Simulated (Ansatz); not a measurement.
# CH5AsSi (SMILES C1[SiH2][AsH]1): B3LYP/6-31G(d) (spherical functions)

What is the energy change on altering one bond length of CH5AsSi at B3LYP/6-31G* (spherical functions)? 

Program for the calculation: Ansatz 0.2.0.

78 further runs of the same task are left out: 78 set aside as unsound or not needed.

## Step 1: The system as given

CH5AsSi: 8 atoms, total charge 0, spin state singlet. As SMILES, `C1[SiH2][AsH]1`. Geometry: relaxed at PBE0-D4/def2-TZVP.

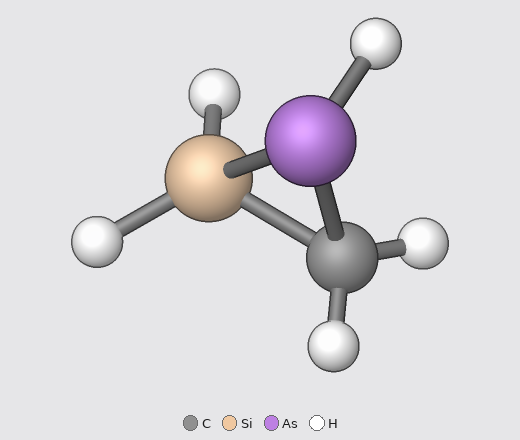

The structure, seen from a chosen angle (carbon grey, silicon light orange, arsenic purple, hydrogen white).

## Step 2: The energy at B3LYP/6-31G(d) (spherical functions)

File job.yaml:

```yaml
crystal:
  periodic: [false, false, false]
  atoms:
    - symbol: C
      position_ang: [-0.770300, 0.017900, -0.576000]
    - symbol: Si
      position_ang: [0.707800, 0.663100, 0.315700]
    - symbol: As
      position_ang: [-0.538100, -1.122700, 1.107200]
    - symbol: H
      position_ang: [-0.667200, -0.524000, -1.509300]
    - symbol: H
      position_ang: [-1.690700, 0.591800, -0.522300]
    - symbol: H
      position_ang: [0.581300, 1.973900, 0.990500]
    - symbol: H
      position_ang: [2.040800, 0.422300, -0.277100]
    - symbol: H
      position_ang: [0.428400, -2.079400, 0.415600]
basis:
  gaussian:
    orbitals: 6-31G_st_-spherical.json
hamiltonian:
  xc: {name: B3LYP}
accuracy: high
output:
  orbitals: {seedname: orbitals}
```

The basis set 6-31G* is read from a file made from the Basis Set Exchange's data (not shown).

Run with:

```sh
ansatz run job.yaml --threads 1 --pin off --max-ram 3480MiB --events-out events.jsonl --progress --plain --runs-dir runs
```

Log:

```text
Warning: RAYON_NUM_THREADS=1 ignored (pool sized by the plan → 1); use --threads N
Functional definition: B3LYP
  name "B3LYP"
  parameter a0 = 0.2
  parameter ax = 0.72
  parameter ac = 0.81
  exchange = (1 - a0 - ax)*slater_x + ax*b88_x + a0*exact_x
  correlation = (1 - ac)*vwn_rpa_c + ac*lyp_c
1640 factors; integrals over basis functions are off by at most 4.6e-9 eV
mean field evaluation 1: about -69825.0885 eV, gradient 4.4e1 eV
mean field evaluation 2: about -69817.1416 eV, gradient 6.4e1 eV
mean field evaluation 4: about -69829.8217 eV, gradient 2.0e0 eV
mean field evaluation 8: about -69829.9868 eV, gradient 2.0e-1 eV
mean field evaluation 16: about -69829.9869 eV, gradient 3.5e-5 eV
mean field -69829.98687644 eV, -2566.2046852440 hartree, gradient 5.6e-8 eV, S^2 0.000000; 0 other end points of the search recorded, 0 dependent functions left out
reference -69829.98691352 eV, -2566.2046866067 hartree; 29, 29 occupied and 45, 45 virtual orbitals, 1640 factors
Total energy: -69829.98691352 eV, -2566.2046866067 hartree
```

Wall time 7.5 s (1 thread of Arm Neoverse V1, shared host); peak memory 0.24 GiB.

## Step 3: The distorted shape, same level

File run.yaml:

```yaml
crystal:
  periodic: [false, false, false]
  atoms:
    - {symbol: C, position_ang: [-1.836703, 0.210541, -0.101759]}
    - {symbol: Si, position_ang: [-0.358603, 0.855741, 0.789941]}
    - {symbol: As, position_ang: [-1.604503, -0.930059, 1.581441]}
    - {symbol: H, position_ang: [-1.733603, -0.331359, -1.035059]}
    - {symbol: H, position_ang: [-2.757103, 0.784441, -0.048059]}
    - {symbol: H, position_ang: [-0.485103, 2.166541, 1.464741]}
    - {symbol: H, position_ang: [2.040800, 0.422300, -0.277100]}
    - {symbol: H, position_ang: [-0.638003, -1.886759, 0.889841]}
basis:
  gaussian: {orbitals: 6-31G_st_-spherical.json}
hamiltonian: {xc: {name: B3LYP}}
accuracy: high
output: {orbitals: {seedname: orbitals}}
```

The basis set 6-31G* is read from a file made from the Basis Set Exchange's data (not shown).

Run with:

```sh
ansatz run run.yaml --threads 1 --pin off --max-ram 3480MiB --events-out events.jsonl --progress --plain --runs-dir runs
```

Log:

```text
Warning: RAYON_NUM_THREADS=1 ignored (pool sized by the plan → 1); use --threads N
[... 7 set-up lines as earlier in the session ...]
1640 factors; integrals over basis functions are off by at most 4.6e-9 eV
mean field evaluation 1: about -69821.7946 eV, gradient 4.5e1 eV
mean field evaluation 2: about -69810.9357 eV, gradient 7.0e1 eV
mean field evaluation 4: about -69826.1751 eV, gradient 8.8e0 eV
mean field evaluation 8: about -69826.7873 eV, gradient 1.9e-1 eV
mean field evaluation 16: about -69826.7875 eV, gradient 5.4e-5 eV
mean field -69826.78750136 eV, -2566.0871103784 hartree, gradient 1.5e-8 eV, S^2 0.000000; 0 other end points of the search recorded, 0 dependent functions left out
reference -69826.78753941 eV, -2566.0871117767 hartree; 29, 29 occupied and 45, 45 virtual orbitals, 1640 factors
Total energy: -69826.78753941 eV, -2566.0871117767 hartree
```

Run time: 7.8 s. Hardware: 1 thread of Arm Neoverse V1, shared host; peak memory 0.25 GiB.

## Step 4: Summary of results

Level: B3LYP/6-31G* (spherical functions).

| quantity | value |
| --- | --- |
| first shape: total energy | -2566.20469 Eh |
| first shape: HOMO energy | -6.57 eV |
| first shape: LUMO energy | -0.36 eV |
| first shape: HOMO–LUMO gap | 6.21 eV |
| distorted shape: total energy | -2566.08711 Eh |
| distorted shape: HOMO energy | -6.71 eV |
| distorted shape: LUMO energy | -3.03 eV |
| distorted shape: HOMO–LUMO gap | 3.69 eV |
| energy change with the Si2–H7 bond stretched from 1.479 to 2.662 Å | 3.199 eV |

In words: One bond (distorted shape) is far stretched, which a spin-restricted single reference describes badly; a broken-symmetry solution may lie lower. With the Si2–H7 bond stretched from 1.479 to 2.662 Å the energy rises by 3.20 eV (309 kJ/mol). The first shape isn't relaxed at this level, so the change isn't measured from a minimum. A restricted reference can't describe the breaking bond well at this length.
